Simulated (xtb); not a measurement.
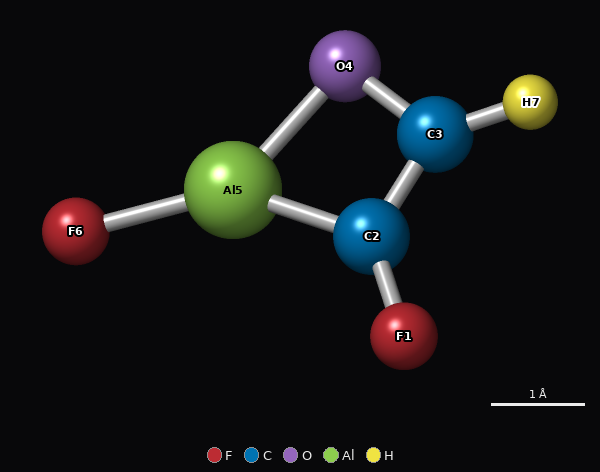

Fig. 1: The input geometry (ball-and-stick view, seen at a tilt; atoms are numbered from 1 in the order of the input). Sticks mark near contacts.

**Run report: C2HAlF2O, geometry relaxation (part 1 of 3)**

System: C2HAlF2O.
Method: GFN2-xTB (xtb 6.7.1).

The geometry: force field.

**Input (geom.xyz)**
```
7

F     -0.771100    -1.358100     1.443700
C     -0.206500    -0.546600     0.502300
C      0.965500    -0.638500    -0.166000
O      0.952600     0.563100    -0.945800
Al    -0.705300     1.003200    -0.334100
F     -1.984600     2.287800    -0.459300
H      1.810700    -1.378900    -0.086500
```

**File .CHRG**
```
0
```

**File .UHF**
```
0
```

Launched with:
```bash
xtb geom.xyz --ohess --gfn 2 --json -P 1 > out.txt
```

**The program's output**
```
* xtb version 6.7.1
   ID    Z sym.   atoms
    1    9 F      1, 6
    2    6 C      2, 3
    3    8 O      4
    4   13 Al     5
    5    1 H      7

           -------------------------------------------------
          |                Calculation Setup                |
           -------------------------------------------------

          program call               : xtb geom.xyz --ohess --gfn 2 --json -P 1
          coordinate file            : geom.xyz
          omp threads                :                     1

           -------------------------------------------------
          |                 G F N 2 - x T B                 |
           -------------------------------------------------

      * Hamiltonian:
        H0-scaling (s, p, d)           1.850000    2.230000    2.230000
        zeta-weighting                 0.500000
      * Dispersion:
        s8                             2.700000
        a1                             0.520000
        a2                             5.000000
        s9                             5.000000
      * Repulsion:
        kExp                           1.500000    1.000000
        rExp                           1.000000
      * Coulomb:
        alpha                          2.000000
        third order                    shell-resolved
        anisotropic                    true
        a3                             3.000000
        a5                             4.000000
        cn-shift                       1.200000
        cn-exp                         4.000000
        max-rad                        5.000000

          ...................................................
          :                      SETUP                      :
          :.................................................:
          :  # basis functions                  31          :
          :  # atomic orbitals                  30          :
          :  # shells                           14          :
          :  # electrons                        32          :
          :  max. iterations                   250          :
          :  Hamiltonian                  GFN2-xTB          :
          :  restarted?                      false          :
          :  GBSA solvation                  false          :
          :  PC potential                    false          :
          :  electronic temp.          300.0000000     K    :
          :  accuracy                    1.0000000          :
          :  -> integral cutoff          0.2500000E+02      :
          :  -> integral neglect         0.1000000E-07      :
          :  -> SCF convergence          0.1000000E-05 Eh   :
          :  -> wf. convergence          0.1000000E-03 e    :
          :  Broyden damping             0.4000000          :
          :  net charge                          0          :
          :  unpaired electrons                  0          :
          ...................................................

 iter      E             dE          RMSdq      gap      omega  full diag
   1    -19.4644395 -0.194644E+02  0.145E+01    3.56       0.0  T
   2    -19.5176654 -0.532259E-01  0.857E+00    2.77       1.0  T
   3    -19.5163392  0.132622E-02  0.172E+00    2.98       1.0  T
   4    -19.5160630  0.276134E-03  0.153E+00    2.91       1.0  T
   5    -19.5221259 -0.606292E-02  0.487E-01    2.93       1.0  T
   6    -19.5222358 -0.109857E-03  0.351E-01    2.97       1.0  T
   7    -19.5222893 -0.535240E-04  0.186E-01    2.96       1.0  T
   8    -19.5223200 -0.306840E-04  0.271E-02    2.96       1.4  T
   9    -19.5223206 -0.572282E-06  0.106E-02    2.96       3.6  T
  10    -19.5223206 -0.359985E-07  0.456E-03    2.97       8.3  T
  11    -19.5223206  0.298686E-08  0.281E-03    2.97      13.5  T
  12    -19.5223206 -0.241449E-07  0.103E-03    2.97      36.6  T
  13    -19.5223206  0.807560E-09  0.914E-04    2.97      41.3  T
  14    -19.5223206 -0.543436E-08  0.944E-05    2.97     400.4  T

   *** convergence criteria satisfied after 14 iterations ***

         #    Occupation            Energy/Eh            Energy/eV
      -------------------------------------------------------------
         1        2.0000           -0.8384855             -22.8164
       ...           ...                  ...                  ...
        10        2.0000           -0.5257280             -14.3058
        11        2.0000           -0.5195108             -14.1366
        12        2.0000           -0.5110260             -13.9057
        13        2.0000           -0.5109383             -13.9033
        14        2.0000           -0.4777292             -12.9997
        15        2.0000           -0.4490423             -12.2191
        16        2.0000           -0.4251209             -11.5681 (HOMO)
        17                         -0.3161212              -8.6021 (LUMO)
        18                         -0.2851694              -7.7599
        19                         -0.1923604              -5.2344
        20                         -0.1785397              -4.8583
        21                         -0.1343884              -3.6569
       ...                                ...                  ...
        30                          0.9671261              26.3168
      -------------------------------------------------------------
                  HL-Gap            0.1089997 Eh            2.9660 eV
             Fermi-level           -0.3706211 Eh          -10.0851 eV

 SCC (total)                   0 d,  0 h,  0 min,  0.008 sec
 SCC setup                      ...        0 min,  0.000 sec (  1.904%)
 Dispersion                     ...        0 min,  0.000 sec (  0.645%)
 classical contributions        ...        0 min,  0.000 sec (  0.258%)
 integral evaluation            ...        0 min,  0.001 sec ( 15.015%)
 iterations                     ...        0 min,  0.004 sec ( 54.597%)
 molecular gradient             ...        0 min,  0.002 sec ( 25.850%)
 printout                       ...        0 min,  0.000 sec (  1.205%)

         :::::::::::::::::::::::::::::::::::::::::::::::::::::
         ::                     SUMMARY                     ::
         :::::::::::::::::::::::::::::::::::::::::::::::::::::
         :: total energy             -19.417187144914 Eh    ::
         :: gradient norm              0.144152708764 Eh/a0 ::
         :: HOMO-LUMO gap              2.966033253923 eV    ::
         ::.................................................::
         :: SCC energy               -19.522319686951 Eh    ::
         :: -> isotropic ES            0.069889210728 Eh    ::
         :: -> anisotropic ES          0.002796417289 Eh    ::
         :: -> anisotropic XC         -0.004891179472 Eh    ::
         :: -> dispersion             -0.003330240317 Eh    ::
         :: repulsion energy           0.105132542037 Eh    ::
         :: add. restraining           0.000000000000 Eh    ::
         :: total charge               0.000000000000 e     ::
         :::::::::::::::::::::::::::::::::::::::::::::::::::::

      -----------------------------------------------------------
     |                   =====================                   |
     |                        A N C O P T                        |
     |                   =====================                   |
     |               Approximate Normal Coordinate               |
     |                Rational Function Optimizer                |
      -----------------------------------------------------------
      -----------------------------------------------------------
     |                   =====================                   |
     |                        A N C O P T                        |
     |                   =====================                   |
     |               Approximate Normal Coordinate               |
     |                Rational Function Optimizer                |
      -----------------------------------------------------------

          ...................................................
          :                      SETUP                      :
          :.................................................:
          :   optimization level            normal          :
          :   max. optcycles                   200          :
          :   ANC micro-cycles                  20          :
          :   degrees of freedom                15          :
          :.................................................:
          :   RF solver                   davidson          :
          :   write xtbopt.log                true          :
          :   linear?                        false          :
          :   energy convergence         0.5000000E-05 Eh   :
          :   grad. convergence          0.1000000E-02 Eh/α :
          :   maxmium RF displ.          1.0000000          :
          :   Hlow (freq-cutoff)         0.1000000E-01      :
          :   Hmax (freq-cutoff)         5.0000000          :
          :   S6 in model hess.         20.0000000          :
          ...................................................

generating ANC from exact Hessian ...
Using Lindh-Hessian (1995)
 Shifting diagonal of input Hessian by    3.5684182483595884E-003
 Lowest  eigenvalues of input Hessian
    0.000000    0.000000    0.000000    0.000000    0.000000    0.000000
    0.010000    0.025116    0.036712    0.044859    0.088063    0.123421
    0.157537    0.235206    0.382962    0.493592    0.702817    1.090749
 Highest eigenvalues
    0.493592    0.702817    1.090749    1.325795    1.557065    1.918917

........................................................................
.............................. CYCLE    1 ..............................
........................................................................

 iter      E             dE          RMSdq      gap      omega  full diag
   1    -19.5223206 -0.195223E+02  0.367E-05    2.97       0.0  T
   2    -19.5223206 -0.130385E-11  0.151E-05    2.97    2504.4  T
   3    -19.5223206 -0.266454E-12  0.132E-05    2.97    2856.0  T
     SCC iter.                  ...        0 min,  0.001 sec
     gradient                   ...        0 min,  0.002 sec
 * total energy  :   -19.4171871 Eh     change       -0.5672263E-10 Eh
   gradient norm :     0.1441524 Eh/α   predicted     0.0000000E+00 (-100.00%)
   displ. norm   :     0.3793285 α      lambda       -0.3337672E-01
   maximum displ.:     0.2775778 α      in ANC's #7, #3, #8, ...

........................................................................
.............................. CYCLE    2 ..............................
........................................................................

 iter      E             dE          RMSdq      gap      omega  full diag
   1    -19.5477677 -0.195478E+02  0.160E+00    3.08       0.0  T
   2    -19.5482923 -0.524571E-03  0.131E+00    3.06       1.0  T
   3    -19.5478508  0.441527E-03  0.566E-01    3.10       1.0  T
   4    -19.5482098 -0.358966E-03  0.299E-01    3.04       1.0  T
   5    -19.5484294 -0.219642E-03  0.134E-01    3.07       1.0  T
   6    -19.5485243 -0.949245E-04  0.286E-02    3.07       1.3  T
   7    -19.5485266 -0.225493E-05  0.164E-02    3.07       2.3  T
   8    -19.5485268 -0.267358E-06  0.268E-03    3.07      14.1  T
   9    -19.5485269 -0.340467E-07  0.104E-03    3.07      36.2  T
  10    -19.5485269 -0.160065E-08  0.265E-04    3.07     142.6  T
  11    -19.5485269 -0.239631E-10  0.760E-05    3.07     497.2  T
     SCC iter.                  ...        0 min,  0.003 sec
     gradient                   ...        0 min,  0.002 sec
 * total energy  :   -19.4423614 Eh     change       -0.2517421E-01 Eh
   gradient norm :     0.0818072 Eh/α   predicted    -0.1908965E-01 ( -24.17%)
   displ. norm   :     0.4635308 α      lambda       -0.2406692E-01
   maximum displ.:     0.3132943 α      in ANC's #7, #3, #2, ...

........................................................................
.............................. CYCLE    3 ..............................
........................................................................

 iter      E             dE          RMSdq      gap      omega  full diag
   1    -19.5712751 -0.195713E+02  0.191E+00    3.14       0.0  T
   2    -19.5720195 -0.744428E-03  0.184E+00    3.01       1.0  T
   3    -19.5730222 -0.100268E-02  0.111E+00    3.07       1.0  T
   4    -19.5717739  0.124828E-02  0.707E-01    2.99       1.0  T
   5    -19.5730293 -0.125532E-02  0.162E-01    3.04       1.0  T
   6    -19.5731599 -0.130587E-03  0.396E-02    3.05       1.0  T
   7    -19.5731656 -0.576341E-05  0.199E-02    3.04       1.9  T
   8    -19.5731661 -0.471798E-06  0.476E-03    3.05       7.9  T
   9    -19.5731661 -0.113155E-07  0.220E-03    3.05      17.2  T
  10    -19.5731661 -0.552534E-08  0.590E-04    3.05      64.1  T
  11    -19.5731661 -0.467075E-10  0.136E-04    3.05     278.7  T
     SCC iter.                  ...        0 min,  0.003 sec
     gradient                   ...        0 min,  0.002 sec
 * total energy  :   -19.4541300 Eh     change       -0.1176866E-01 Eh
   gradient norm :     0.0258562 Eh/α   predicted    -0.1461897E-01 (  24.22%)
   displ. norm   :     0.2985176 α      lambda       -0.4290674E-02
   maximum displ.:     0.2464702 α      in ANC's #2, #3, #4, ...

........................................................................
.............................. CYCLE    4 ..............................
........................................................................

 iter      E             dE          RMSdq      gap      omega  full diag
   1    -19.5743197 -0.195743E+02  0.109E+00    3.11       0.0  T
   2    -19.5747030 -0.383246E-03  0.841E-01    3.03       1.0  T
   3    -19.5746414  0.615360E-04  0.389E-01    3.07       1.0  T
   4    -19.5742808  0.360661E-03  0.521E-01    3.02       1.0  T
   5    -19.5749330 -0.652259E-03  0.778E-02    3.04       1.0  T
   6    -19.5749435 -0.104316E-04  0.221E-02    3.05       1.7  T
   7    -19.5749439 -0.403655E-06  0.109E-02    3.05       3.5  T
   8    -19.5749440 -0.125052E-06  0.306E-03    3.05      12.4  T
   9    -19.5749440 -0.829452E-08  0.620E-04    3.05      60.9  T
  10    -19.5749440 -0.675335E-10  0.258E-04    3.05     146.6  T
     SCC iter.                  ...        0 min,  0.002 sec
     gradient                   ...        0 min,  0.002 sec
 * total energy  :   -19.4554545 Eh     change       -0.1324474E-02 Eh
   gradient norm :     0.0236770 Eh/α   predicted    -0.2336515E-02 (  76.41%)
   displ. norm   :     0.1384602 α      lambda       -0.1546703E-02
   maximum displ.:     0.0928386 α      in ANC's #3, #2, #1, ...

........................................................................
.............................. CYCLE    5 ..............................
........................................................................
```
